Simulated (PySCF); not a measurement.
C5H12AlClO2 (SMILES CC[O+](CC(C)=O)[AlH2-][Cl])

```xyz
21

C    -2.3777   -0.9201   -0.0939
C    -1.4011   -0.1202   -0.9440
O    -0.4556    0.5981   -0.1558
C     0.5524   -0.1508    0.4864
C     1.6287   -0.6633   -0.4676
C     2.8857   -1.1024    0.2270
O     1.4719   -0.6957   -1.6582
Al   -0.5501    2.4455    0.3249
Cl   -1.3185    2.4140    2.2316
H    -3.1865   -1.2834   -0.7214
H    -1.9020   -1.7798    0.3737
H    -2.7944   -0.2800    0.6814
H    -0.8732   -0.7550   -1.6604
H    -1.9385    0.6624   -1.4861
H     0.1236   -0.9950    1.0402
H     1.0094    0.5374    1.2076
H     3.4662   -1.7518   -0.4228
H     3.4776   -0.2135    0.4424
H     2.6658   -1.6004    1.1671
H     0.9805    2.7489    0.2534
H    -1.4733    2.9223   -0.8260
```

Geometry: GFN2-xTB.

Method: PBE0/pcSseg-1, SCF density, gas phase, non-relativistic (PySCF).

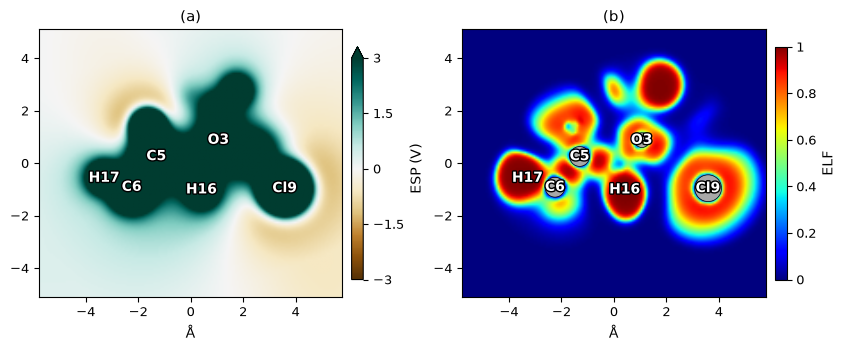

Figure 1. (a) molecular electrostatic potential; (b) ELF on the plane of atoms C5, C6 and H17. Grey discs cover the atomic cores in the ELF map.

What do the fields say about this system?

Answer. The section cuts through O, C, Cl and H sites.
C–C (1.50 Å): the ELF peaks at about 0.95 between the atoms; localised, covalent bonding.
C–H (1.09 Å): the ELF climbs to about 1 towards the hydrogen, as it does in any bond to H (a covalent bond by its length).
The ELF also peaks beside Cl9 and O7, away from the bonds: lone-pair regions.
Outside the dense part of the molecule the potential is most negative (−1.2 V) near Cl9.

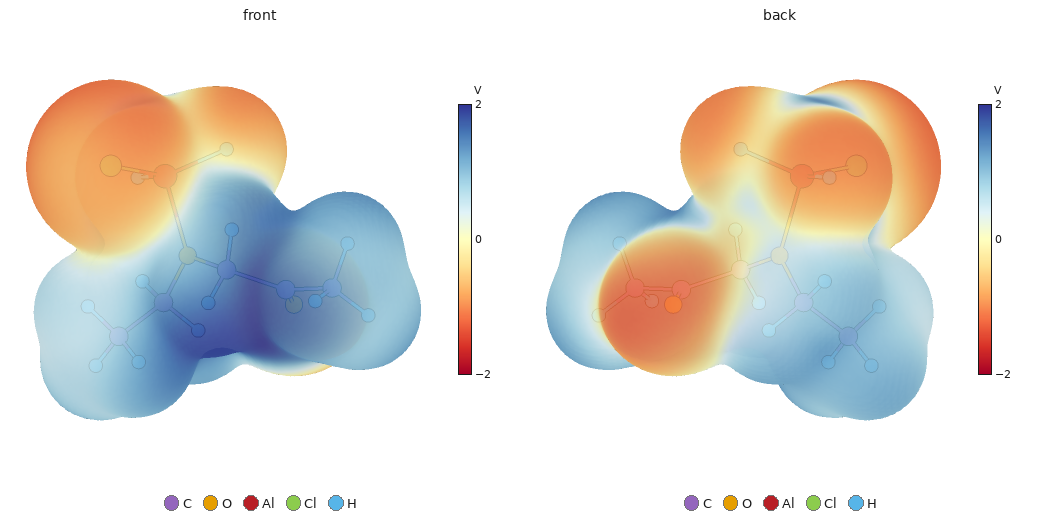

Figure 2. The molecular electrostatic potential painted on the density surface at 0.002 e/bohr³, seen from the front and from behind; the colour scale runs from red (negative) to blue (positive).

Which sites attract a positive test charge, and which a negative one?

Answer. A positive charge is drawn to the negative regions and a negative charge to the positive ones. The most negative region (about −1.2 V) lies over O7, the most positive (about +1.9 V) over C4, C5, H15 and H19. O7 is the likeliest acceptor of a hydrogen bond.

How polar is the molecule by this calculation?

Answer. Its dipole moment is 5.61 D.
